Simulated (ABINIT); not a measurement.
# AlGaN2 (P3m1): G0W0 with ABINIT, start to end, part 3 of 3

Aim: the G0W0 gap of AlGaN2 (P3m1) on LDA, step by step.

ABINIT 10.8.3; LDA and many-body steps on it, plane waves. Known limits of the many-body steps: not at the basis limit; exchange with frozen shells missing; no spin-orbit coupling; coarse k mesh.

So far. Step 3 (Bands along the symmetry lines): The gap is 2.921 eV, as in the run before at this level. Step 4 (Empty states on the mesh, 3×3×2 mesh, 45 bands): On this mesh the gap is 2.921 eV.

**5. Screening, 3×3×2 mesh, 41 bands, screening to 106.1 eV**

The RPA dielectric matrix is built and inverted for each q.

This step: RPA screening on LDA, plane waves, norm-conserving pseudopotentials.

Contents of run.abi:

```
acell 3*1.0 Angstrom
rprim 
  3.145282644058 -0.000000000015 0.000000000000
  -1.572641322016 2.723894671844 0.000000000000
  0.000000000000 0.000000000000 5.096893730000
ntypat 3
znucl 13 31 7
natom 4
typat 1 2 3 3
xred 
  0.000000000000 0.000000000000 0.999263770000
  0.666666666667 0.333333333333 0.497174210000
  0.666666666667 0.333333333333 0.111803640000
  0.000000000000 0.000000000000 0.628158390000
pp_dirpath "pseudos"
pseudos "Al.upf, Ga.upf, N.upf"
ecut 36
ngkpt 3 3 2
nshiftk 1
shiftk 0 0 0
kptopt 1
chksymbreak 0
istwfk *1
occopt 1
irdwfk 1
optdriver 3
nband 41
ecuteps 3.9
inclvkb 2
awtr 1
symchi 1
indata_prefix "in"
outdata_prefix "out"
tmpdata_prefix "tmp"
```

The run is started by

```sh
$ OMP_NUM_THREADS=1 mpirun -n 4 abinit run.abi > log
```

Numbers of over 12 decimals in the logs are rounded to 6 here.

Log:

```text
.Version 10.8.3 of ABINIT. v10.8.2 released Aug 2026.

 Symmetries : space group P3 m 1 (#156); Bravais hP (primitive hexag.)
[... echo of the input left out ...]
== DATASET  1 ==================================================================
-   mpi_nproc: 4, omp_nthreads: 1 (-1 if OMP is not activated)

--- !DatasetInfo
iteration_state: {dtset: 1, }
dimensions: {natom: 4, nkpt: 6, mband: 41, nsppol: 1, nspinor: 1, nspden: 1, mpw: 3066, }
cutoff_energies: {ecut:  36.0, pawecutdg:  -1.0, }
electrons: {nelect:   2.60000000E+01, charge:   0.00000000E+00, occopt:   1.00000000E+00, tsmear:   1.00000000E-02, }

 SCREENING: Calculation of the susceptibility and dielectric matrices

 Based on a program developped by R.W. Godby, V. Olevano, G. Onida, and L. Reining.
 Incorporated in ABINIT by V. Olevano, G.-M. Rignanese, and M. Torrent.
.Using double precision arithmetic ; gwpc =  8

[... cell and pseudopotentials left out ...]
--------------------------------------------------------------------------------

 ==== K-mesh for the wavefunctions ====
 Number of points in the irreducible wedge :     6
[... list of points left out ...]
 Together with  6 symmetry operations and time-reversal symmetry
 yields    18 points in the full Brillouin Zone.

 ==== Q-mesh for the screening function ====
 Number of points in the irreducible wedge :     6
[... list of points left out ...]
 Together with  6 symmetry operations and time-reversal symmetry
 yields    18 points in the full Brillouin Zone.

 setmesh: FFT mesh size selected  =    20x   20x   36
          total number of points  =        14400

 vcoul_init : cutoff-mode = AUXILIARY_FUNCTION
 q-points for optical limit:   1
     1)      0.000010    0.000020    0.000030

- screening: taking advantage of time-reversal symmetry
- Maximum band index for partially occupied states nbvw = 13
- Remaining bands to be divided among processors   nbcw = 28
- Number of bands treated by each node ~7

 Number of electrons calculated from density =   26.0000; Expected =   26.0000
 average of density, n =  0.088231
 r_s =    1.3935
 omega_plasma =   28.6527 [eV]

 calculating chi0 at frequencies [eV] :
  1    0.000000E+00    0.000000E+00
  2    0.000000E+00    2.865274E+01

--------------------------------------------------------------------------------
  q-point number  1        q = ( 0.000000, 0.000000, 0.000000) [r.l.u.]
--------------------------------------------------------------------------------
[... chi0 elements left out ...]
 For q-point:  0.000010 0.000020 0.000030
  dielectric constant =   6.4595
  dielectric constant without local fields =   6.9677

  Average fulfillment of the sum rule on Im[epsilon] for q-point    1 :     35.72  [%]
[... wings left out ...]
  q-point number  2        q = ( 0.333333, 0.000000, 0.000000) [r.l.u.]
--------------------------------------------------------------------------------
[... chi0 elements left out ...]
  Average fulfillment of the sum rule on Im[epsilon] for q-point    2 :     43.70  [%]

 [... 4 further q-points ...]
```

Run time: 4.3 s. Hardware: 4 MPI ranks of Arm Neoverse V2, shared host; peak memory 0.43 GiB; 17 s of CPU time.

Numbers from this step:

```yaml
eps_infinity_with_local_fields_on_this_mesh_along_the_program_s_q_direction: 6.460
the_same_without_local_fields: 6.968
plasma_frequency: 28.65 eV
plane_waves_in_the_screening_matrix: 111
```

Local fields lower ε∞ by 7 %. On a Γ-centred mesh this coarse the value itself is usually too large, while a short band sum pulls it down.

**6. Self-energy, 3×3×2 mesh, 41 bands, screening to 106.1 eV**

The self-energy is evaluated for the states that the input lists, and the levels follow from it, in one-shot runs by the linearised quasiparticle equation.

This step: G0W0 on LDA, plane waves, norm-conserving pseudopotentials.

Changes to run.abi since step 5:

```diff
@@ -25,8 +25,15 @@
 irdwfk 1
-optdriver 3
+optdriver 4
 nband 41
+gwcalctyp 0
+ecutsigx 36
+symsigma 1
+nkptgw 1
+kptgw 
+  0.0000000000 0.0000000000 0.0000000000
+bdgw 
+  12 15
 ecuteps 3.9
-inclvkb 2
-awtr 1
-symchi 1
+irdscr 1
+ppmodel 1
 indata_prefix "in"
```

Log:

```text
.Version 10.8.3 of ABINIT. v10.8.2 released Aug 2026.

 Symmetries : space group P3 m 1 (#156); Bravais hP (primitive hexag.)
[... echo of the input left out ...]
== DATASET  1 ==================================================================
-   mpi_nproc: 4, omp_nthreads: 1 (-1 if OMP is not activated)

--- !DatasetInfo
iteration_state: {dtset: 1, }
dimensions: {natom: 4, nkpt: 6, mband: 41, nsppol: 1, nspinor: 1, nspden: 1, mpw: 3066, }
cutoff_energies: {ecut:  36.0, pawecutdg:  -1.0, }
electrons: {nelect:   2.60000000E+01, charge:   0.00000000E+00, occopt:   1.00000000E+00, tsmear:   1.00000000E-02, }

 SIGMA: Calculation of the GW corrections

 Based on a program developped by R.W. Godby, V. Olevano, G. Onida, and L. Reining.
 Incorporated in ABINIT by V. Olevano, G.-M. Rignanese, and M. Torrent.
.Using double precision arithmetic ; gwpc =  8

[... cell and pseudopotentials left out ...]
--------------------------------------------------------------------------------

 ==== K-mesh for the wavefunctions ====
 Number of points in the irreducible wedge :     6
[... list of points left out ...]
 Together with  6 symmetry operations and time-reversal symmetry
 yields    18 points in the full Brillouin Zone.

 ==== Q-mesh for screening function ====
 Number of points in the irreducible wedge :     6
[... list of points left out ...]
 Together with  6 symmetry operations and time-reversal symmetry
 yields    18 points in the full Brillouin Zone.

 vcoul_init : cutoff-mode = AUXILIARY_FUNCTION
 q-points for optical limit:   1
     1)      0.000010    0.000020    0.000030
 setmesh: FFT mesh size selected  =    27x   27x   54
          total number of points  =        39366

 Number of electrons calculated from density =   26.0000; Expected =   26.0000
 average of density, n =  0.088231
 r_s =    1.3935
 omega_plasma =   28.6527 [eV]

 === KS Band Gaps ===
  >>>> For spin  1
   Minimum direct gap =   2.9210 [eV], located at k-point      :   0.0000  0.0000  0.0000
   Fundamental gap    =   2.9210 [eV], Top of valence bands at :   0.0000  0.0000  0.0000
                                       Bottom of conduction at :   0.0000  0.0000  0.0000
 SIGMA fundamental parameters:
 PLASMON POLE MODEL  1
 number of plane-waves for SigmaX                 3027
 number of plane-waves for SigmaC and W            111
 number of plane-waves for wavefunctions          3027
 number of bands                                    41
 number of independent spin polarizations            1
 number of spinorial components                      1
 number of k-points in IBZ                           6
 number of q-points in IBZ                           6
 number of symmetry operations                       6
 number of k-points in BZ                           18
 number of q-points in BZ                           18
 number of frequencies for dSigma/dE                 9
 frequency step for dSigma/dE [eV]                0.25
 number of omega for Sigma on real axis              0
 max omega for Sigma on real axis  [eV]           0.00
 zcut for avoiding poles [eV]                     0.10

 EPSILON^-1 parameters (SCR file):
 dimension of the eps^-1 matrix on file            111
 dimension of the eps^-1 matrix used               111
 number of plane-waves for wavefunctions          3027
 number of bands                                    41
 number of q-points in IBZ                           6
 number of frequencies                               2
 number of real frequencies                          1
 number of imag frequencies                          1

 matrix elements of self-energy operator (all in [eV])

 Perturbative Calculation

--- !SelfEnergy_ee
iteration_state: {dtset: 1, }
kpoint     : [   0.000,    0.000,    0.000, ]
spin       : 1
KS_gap     :    2.921
QP_gap     :    3.798
Delta_QP_KS:    0.877
data: !SigmaeeData |
     Band     E0 <VxcDFT>   SigX SigC(E0)      Z dSigC/dE  Sig(E)    E-E0       E
       12   5.381 -17.816 -21.198   3.849   0.796  -0.257 -17.444   0.372   5.753
       13   5.381 -17.816 -21.198   3.849   0.796  -0.257 -17.444   0.372   5.753
       14   8.302 -13.907  -9.027  -3.354   0.818  -0.222 -12.658   1.249   9.551
       15  10.864 -12.213  -6.717  -3.855   0.829  -0.206 -10.853   1.361  12.225

== END DATASET(S) ==============================================================
================================================================================

 -outvars: echo values of variables after computation  --------
           etotal      0.0000000000E+00
            nband          41
             nkpt           6
          spgroup         156
 [... the other variables as echoed above ...]

 Calculation completed.
```

The job ended after 2.8 s (4 MPI ranks; peak memory 0.11 GiB; 11 s of CPU time).

This step gave:

| Property | Result |
| --- | --- |
| G0W0 gap on the points computed | 3.798 eV |
| starting gap on the mesh | 2.921 eV |
| k of the valence top | 0, 0, 0 |
| k of the conduction bottom | 0, 0, 0 |
| Z at the valence top | 0.796 |
| Z at the conduction bottom | 0.818 |
| least direct G0W0 gap on the computed points | 3.798 eV |

The gap on the mesh goes from 2.92 eV to 3.80 eV, a correction of +0.88 eV.

Limits: finite bands, cutoff and mesh; exchange with frozen shells missing; no spin-orbit coupling; coarse k mesh. v1 is the top filled band, c1 the lowest empty one. Levels before and after the correction, in eV, zero at the valence-band top of each column:

```
           conduction bottom  valence top
Kohn-Sham               2.92         0.00
     G0W0               3.80         0.00
```

```
             level  energy (eV)
Kohn-Sham  Γ v2-v1        0.000
Kohn-Sham     Γ c1        2.921
Kohn-Sham     Γ c2        5.483
     G0W0  Γ v2-v1        0.000
     G0W0     Γ c1        3.798
     G0W0     Γ c2        6.472
```

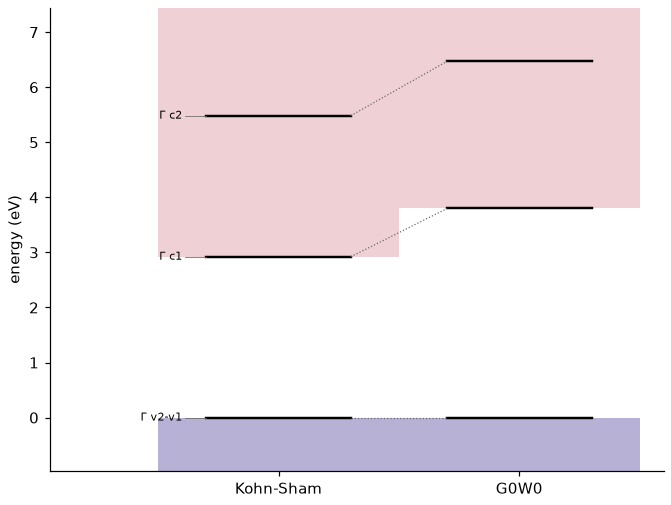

Levels before and after the correction. Shaded: valence and conduction bands.

**7. Where the time went**

Times are wall times on 4 MPI ranks of Arm Neoverse V2, shared host, good to a factor of about two.

```
                          step   time  share  memory (GiB)
                  ground state   15 s   30 %          0.33
bands along the symmetry lines   21 s   42 %          0.34
      empty states on the mesh  7.3 s   14 %          0.28
                     screening  4.3 s    8 %          0.43
                   self-energy  2.8 s    6 %          0.11
```

**8. What came out**

| Property | Result |
| --- | --- |
| LDA gap | 2.92 eV, direct |
| G0W0 gap on the mesh | 3.80 eV |
| GW settings | 3×3×2 mesh, 41 bands, screening to 106.1 eV, Godby-Needs plasmon pole |
| known limits | not at the basis limit; exchange with frozen shells missing; no spin-orbit coupling; coarse k mesh |

G0W0 moves the gap on the mesh from 2.92 eV to 3.80 eV (+0.88 eV), with Z of 0.80 and 0.82 at the edges. Local fields lower the RPA ε∞ on this mesh from 6.97 to 6.46; a Γ-centred mesh this coarse tends to raise both, most where the direct gap is narrow, while a short band sum lowers them. Only 1 of the mesh's irreducible points was corrected, so a valley elsewhere could overtake. Bands and cutoff are finite, so the gap is not at the basis limit. The miss can reach some tenths of an eV and take either sign; the mesh is an error of its own. In the G0W0 run levels were corrected at 1 k point alone, so a gap called «on the mesh» is the least over those, and an edge elsewhere would be missed. The 3×3×2 mesh is coarse for this cell, which bears on the long-range parts of exchange and screening. The norm-conserving file of at least one element keeps a d shell over frozen s and p shells of the same row. Exchange with those shells is missing from the self-energy, an error of 0.3 to 0.9 eV in cases checked, whose sign depends on which edge lies on those atoms. The many-body steps are scalar-relativistic: spin-orbit coupling is not in them.

[Paths, hosts, dates, memory and timing lines, banners, echoed tables and standing remarks are left out of the program output.]

[Logs are printed without paths, hosts, clocks, repeated set-up lines and the standing remarks that a program may print on its own settings, such as how far it seeks lower states.]

[Runs of the session that timed out or met a known fault of the program may be left out.]

[Hosts, paths, dates, database ids (printed as entryN), source tags and the programs' standing remarks are cut or masked in the printed files.]

[G0W0 gaps are taken among the corrected bands and points alone; a level outside them can change the order at an edge.]

[Where Ansatz stands beside ABINIT at settings called matched, ABINIT's density can come from a denser mesh and the files from another edition; pairs whose starting gaps differed by over 0.03 eV were left out, so agreement reads better than it is.]
